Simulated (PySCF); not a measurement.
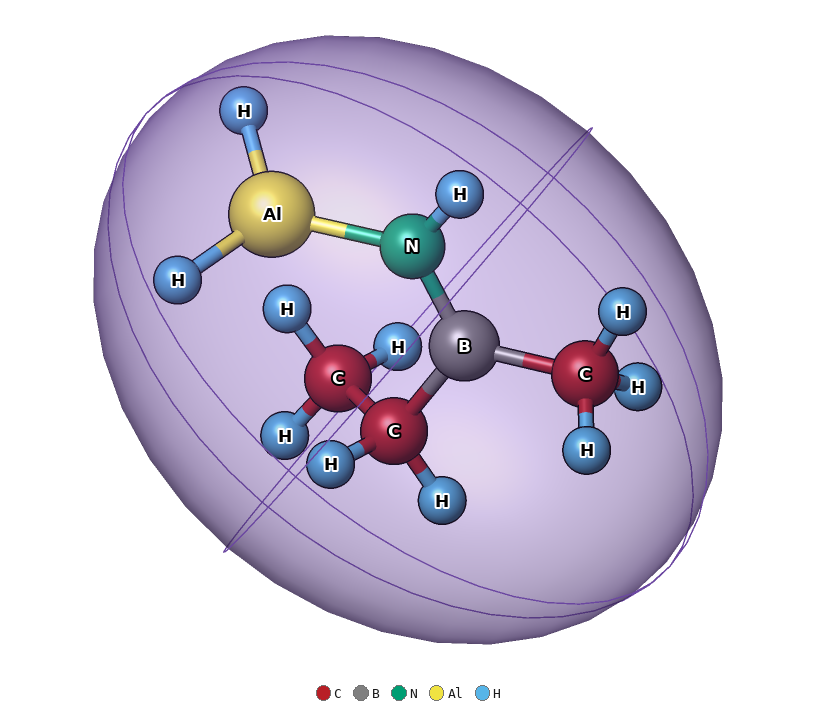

The ellipsoid shows the static dipole polarisability: its half-axes are proportional to the principal values. The geometry was computed by an optimisation with GFN2-xTB. No frequency run is at hand to confirm it as a minimum. Computed with CAM-B3LYP/def2-SVPD (PySCF 2.14.0).

**Give the principal values, the mean and the anisotropy.**

Principal values 72.5, 83.7, 96.9 bohr³; mean 84.4 bohr³ (12.50 Å³); anisotropy 21.2 bohr³, so the longest axis is 1.34 times the shortest.

The geometry is semi-empirical. Around Al, B such bond lengths and angles can be off by a tenth of an ångström or more and by several degrees, and values that hang on the shape move with them.
